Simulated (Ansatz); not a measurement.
Fields on a plane of ZnS (zinc blende)

```yaml
crystal:
  lattice:
    - [0.00000, 2.72172, 2.72172]
    - [2.72172, 0.00000, 2.72172]
    - [2.72172, 2.72172, 0.00000]
  atoms:
    - { symbol: S, position: [0.75000, 0.75000, 0.75000] }
    - { symbol: Zn, position: [0.00000, 0.00000, 0.00000] }
```

The slice is a {110} plane (indices of the conventional cell) through the point (0.000, 0.000, 0.000) (fractional), spanned by u = [100] and v = [1 -1 -1] in vectors of this cell: u (3.85 Å) and v (5.44 Å, at 90° to u). It covers one period; positions are fractions (u, v).

Atoms on it: S at (0.50, 0.25); Zn at (0.00, 0.00).

Method: PBE (plane waves to 420 eV, PAW, scalar-relativistic; Ansatz, a first-principles code). k mesh 10×10×10. These are valence fields of a PAW run, semicore shells included where kept as valence: close to a nucleus they are smooth pseudo fields. ZnS was relaxed with its symmetry unable to fall.

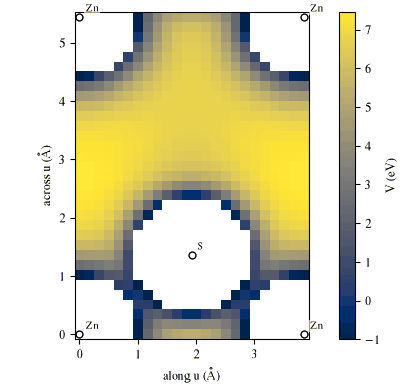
*Electrostatic potential energy of an electron, from the cell's mean, in eV, one period of the plane, atoms marked. Points within 1 Å of a nucleus are left white, as the pseudised field means little there. Values under -1 eV are set to -1. The zero, the cell's mean, hangs on the PAW cores.*

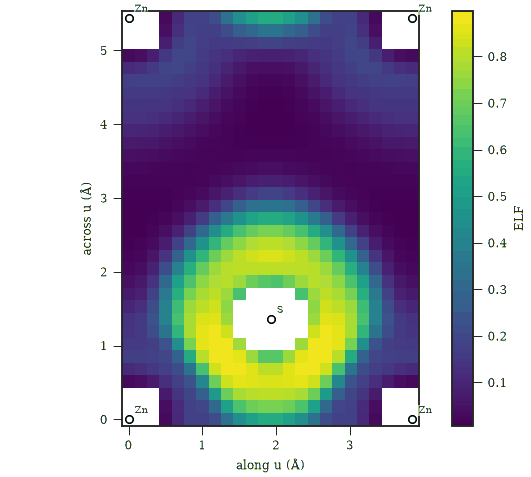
Fig. 1. Electron localisation function (ELF), one period of the plane, atoms marked. Points within 0.5 Å of a nucleus are left white, as the pseudised field means little there.

- Density on the S–Zn line (2.36 Å) at its density minimum, 1.3 Å from S: 0.46 e/Å³
- ELF at that point: 0.3
- ELF maximum in the middle third of the S–Zn line: 0.90, 0.8 Å from S
